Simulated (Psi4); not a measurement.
## Energy and gradient calculation of C2H2F2 (charge +1) (part 2 of 2)

Continued. System: C2H2F2, charge +1, multiplicity 2, SMILES [CH2+][C](F)F. Method: PBE0/def2-SVP, UKS (Psi4 1.11). The geometry comes from this level: GFN2-xTB.

What the program printed, continued
```
 ------------------------------------------------------------------------------------
  Mulliken Charges: (a.u.)
   Center  Symbol    Alpha    Beta     Spin     Total
       1     C     3.35159  2.60897  0.74263  0.03944
       2     C     2.83450  2.64533  0.18917  0.52017
       3     F     4.52822  4.45905  0.06917  0.01273
       4     F     4.52802  4.45884  0.06918  0.01314
       5     H     0.37882  0.41389 -0.03507  0.20730
       6     H     0.37884  0.41393 -0.03509  0.20723

   Total alpha = 16.00000, Total beta = 15.00000, Total charge =  1.00000

  Mayer Bond Indices:

  Total Bond Index:
  Irrep: 1 Size: 6 x 6

                 1                   2                   3                   4                   5

    1     0.00000000000000     1.38701193213792     0.03766044991281     0.03769234439571     0.92234286400141
    2     1.38701193213792     0.00000000000000     1.32700272733952     1.32746156304253     0.02033361721171
    3     0.03766044991281     1.32700272733952     0.00000000000000     0.04516274789868     0.00905039853273
    4     0.03769234439571     1.32746156304253     0.04516274789868     0.00000000000000     0.00451901805391
    5     0.92234286400141     0.02033361721171     0.00905039853273     0.00451901805391     0.00000000000000
    6     0.92227738479889     0.02040861450578     0.00455667287078     0.00904831154610     0.00098808718070

                 6

    1     0.92227738479889
    2     0.02040861450578
    3     0.00455667287078
    4     0.00904831154610
    5     0.00098808718070
    6     0.00000000000000

  Alpha Contribution:
  Irrep: 1 Size: 6 x 6

                 1                   2                   3                   4                   5

    1     0.00000000000000     0.86724194006298     0.03309724528986     0.03313316727703     0.45643164563524
    2     0.86724194006298     0.00000000000000     0.60270420368670     0.60291314873592     0.00846875022047
    3     0.03309724528986     0.60270420368670     0.00000000000000     0.00941514480134     0.00491369491167
    4     0.03313316727703     0.60291314873592     0.00941514480134     0.00000000000000     0.00231697704141
    5     0.45643164563524     0.00846875022047     0.00491369491167     0.00231697704141     0.00000000000000
    6     0.45639998140094     0.00849688588577     0.00233572100715     0.00491240637676     0.00064905789421

                 6

    1     0.45639998140094
    2     0.00849688588577
    3     0.00233572100715
    4     0.00491240637676
    5     0.00064905789421
    6     0.00000000000000

  Beta Contribution:
  Irrep: 1 Size: 6 x 6

                 1                   2                   3                   4                   5

    1     0.00000000000000     0.51976999207495     0.00456320462295     0.00455917711868     0.46591121836617
    2     0.51976999207495     0.00000000000000     0.72429852365282     0.72454841430661     0.01186486699124
    3     0.00456320462295     0.72429852365282     0.00000000000000     0.03574760309734     0.00413670362106
    4     0.00455917711868     0.72454841430661     0.03574760309734     0.00000000000000     0.00220204101250
    5     0.46591121836617     0.01186486699124     0.00413670362106     0.00220204101250     0.00000000000000
    6     0.46587740339796     0.01191172862000     0.00222095186363     0.00413590516935     0.00033902928648

                 6

    1     0.46587740339796
    2     0.01191172862000
    3     0.00222095186363
    4     0.00413590516935
    5     0.00033902928648
    6     0.00000000000000

  Atomic Valences:

 #  #
 Irrep: 1
      1:    3.306984975246741
      2:    4.082218454237463
      3:    1.423432996554518
      4:    1.423883984936940
      5:    0.957233984980461
      6:    0.957279070902253

	total time  =          9 seconds =       0.15 minutes

         ------------------------------------------------------------
                                   SCF GRAD
         ------------------------------------------------------------

  ==> Geometry <==

    Molecular point group: c1
    Full point group: C1

    Geometry (in Bohr), charge = 1, multiplicity = 2:

       Center              X                  Y                   Z               Mass
    ------------   -----------------  -----------------  -----------------  -----------------
         C           -1.173475463438     2.365852668909    -0.946762168509    12.000000000000
         C           -0.075639073438     0.153210138909    -0.061501068509    12.000000000000
         F           -1.344438983438    -1.701782811091     0.814349201491    18.998403162730
         F            2.304376496562    -0.233749071091    -0.039807008509    18.998403162730
         H           -0.003168073438     3.895056838909    -1.676026378509     1.007825032230
         H           -3.219519733438     2.597400808909    -0.919569008509     1.007825032230

  Nuclear repulsion =  118.497687052403251

  ==> Basis Set <==

  Basis Set: DEF2-SVP
    Blend: DEF2-SVP
    Number of shells: 30
    Number of basis functions: 66
    Number of Cartesian functions: 70
    Spherical Harmonics?: true
    Max angular momentum: 2

  ==> DirectJKGrad: Integral-Direct SCF Gradients <==

    Gradient:                    1
    J tasked:                  Yes
    K tasked:                  Yes
    wK tasked:                  No
    Integrals threads:           1
    Schwarz Cutoff:          1E-12

  ==> DFT Potential <==

   => LibXC <=

    Version 7.1.2

   => Composite Functional: PBE0 <=

    PBE0 Hyb-GGA Exchange-Correlation Functional

    Deriv               =              1
    GGA                 =           TRUE
    Meta                =          FALSE

    Exchange Hybrid     =           TRUE
    MP2 Hybrid          =          FALSE

   => Exchange Functionals <=

    0.7500   Perdew, Burke & Ernzerhof

   => Exact (HF) Exchange <=

    0.2500               HF

   => Correlation Functionals <=

    1.0000   Perdew, Burke & Ernzerhof

   => LibXC Density Thresholds  <==

    XC_HYB_GGA_XC_PBEH:  1.00E-15

   => Molecular Quadrature <=

    Radial Scheme          =       TREUTLER
    Pruning Scheme         =           NONE
    Nuclear Scheme         =       TREUTLER

    Blocking Scheme        =         OCTREE
    BS radius alpha        =              1
    Pruning alpha          =              1
    Radial Points          =             99
    Spherical Points       =            590
    Total Points           =         334363
    Total Blocks           =           2456
    Max Points             =            256
    Max Functions          =             65
    Weights Tolerance      =       1.00E-15

  -Total Gradient:
     Atom            X                  Y                   Z
    ------   -----------------  -----------------  -----------------
       1        0.007693027031    -0.015092823487     0.005967152412
       2       -0.022735509254     0.046189318830    -0.018508982925
       3       -0.008950153180    -0.022511155071     0.010241972105
       4        0.024278596386    -0.008957860974     0.002393054522
       5       -0.005272360486    -0.001837581493     0.001135002874
       6        0.004976022640     0.002231275153    -0.001236708943

	total time  =          2 seconds =       0.03 minutes

    Psi4 run time: 0:00:11.40
```

File result.json
```
{
 "driver": "gradient",
 "model": {
  "method": "pbe0",
  "basis": "def2-SVP"
 },
 "success": true,
 "return_result": [0.007693027031338756, -0.01509282348740179, 0.005967152412179717, -0.022735509254362185, 0.04618931883009014, -0.018508982924795768, -0.00895015317977571, -0.022511155071137323, 0.010241972104593294, 0.024278596386124507, -0.00895786097414776, 0.0023930545221460355, -0.005272360486438768, -0.0018375814928147383, 0.0011350028744602503, 0.004976022639737787, 0.0022312751529904723, -0.0012367089428112826],
 "properties": {
  "calcinfo_nbasis": 66,
  "calcinfo_nmo": 66,
  "calcinfo_nalpha": 16,
  "calcinfo_nbeta": 15,
  "calcinfo_natom": 6,
  "nuclear_repulsion_energy": 118.49768705240325,
  "return_energy": -276.2070655741441,
  "return_gradient": [0.007693027031338756, -0.01509282348740179, 0.005967152412179717, -0.022735509254362185, 0.04618931883009014, -0.018508982924795768, -0.00895015317977571, -0.022511155071137323, 0.010241972104593294, 0.024278596386124507, -0.00895786097414776, 0.0023930545221460355, -0.005272360486438768, -0.0018375814928147383, 0.0011350028744602503, 0.004976022639737787, 0.0022312751529904723, -0.0012367089428112826],
  "scf_one_electron_energy": -606.6205254852908,
  "scf_two_electron_energy": 236.0386638248679,
  "scf_xc_energy": -24.12289096612442,
  "scf_dipole_moment": [-0.6911036903162728, 1.394354031042937, -0.557764079359973],
  "scf_total_energy": -276.2070655741441,
  "scf_total_gradient": [0.007693027031338756, -0.01509282348740179, 0.005967152412179717, -0.022735509254362185, 0.04618931883009014, -0.018508982924795768, -0.00895015317977571, -0.022511155071137323, 0.010241972104593294, 0.024278596386124507, -0.00895786097414776, 0.0023930545221460355, -0.005272360486438768, -0.0018375814928147383, 0.0011350028744602503, 0.004976022639737787, 0.0022312751529904723, -0.0012367089428112826],
  "scf_iterations": 12
 }
}
```

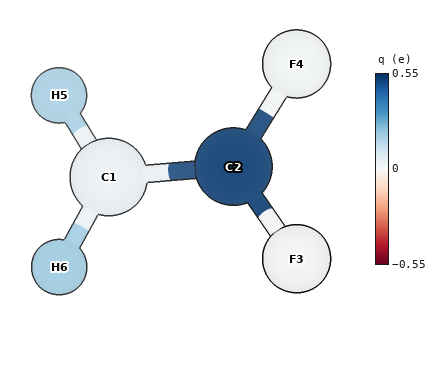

Figure 1. Mulliken charges, as the colour of each atom (ball-and-stick view, seen at a tilt; atoms are numbered from 1 in the order of the input). By element: C +0.04 to +0.52, F +0.01 and H +0.21 e.

The run was set up as follows.

The input (input.json)
```
{
 "schema_name": "qcschema_input",
 "schema_version": 1,
 "molecule": {
  "schema_name": "qcschema_molecule",
  "schema_version": 2,
  "symbols": ["C", "C", "F", "F", "H", "H"],
  "geometry": [-0.58815836, 1.18652124, -0.47520943, 0.50967803, -1.02612129, 0.41005167, -0.75912188, -2.88111424, 1.28590194, 2.8896936, -1.4130805, 0.43174573, 0.58214903, 2.71572541, -1.20447364, -2.63420263, 1.41806938, -0.44801627],
  "molecular_charge": 1,
  "molecular_multiplicity": 2,
  "fix_symmetry": "c1"
 },
 "driver": "gradient",
 "model": {
  "method": "pbe0",
  "basis": "def2-SVP"
 },
 "keywords": {
  "reference": "uks",
  "puream": true,
  "e_convergence": 1e-09,
  "d_convergence": 1e-08,
  "scf_type": "pk",
  "dft_radial_points": 99,
  "dft_spherical_points": 590,
  "maxiter": 200,
  "scf_properties": ["MULLIKEN_CHARGES", "QUADRUPOLE", "MAYER_INDICES"]
 }
}
```

Command:
```bash
psi4 --qcschema input.json -n 1 --memory 1600MB
```

Key numbers

```csv
quantity,value
outcome,converged
total energy,−276.207066 hartree
basis functions,66
largest force,2.813 eV/Å
⟨S²⟩,0.752
hardware,"1 thread of Intel Xeon (Granite Rapids), 64 GiB of memory available, shared host"
wall time,12 s
peak memory,0.8 GiB
```
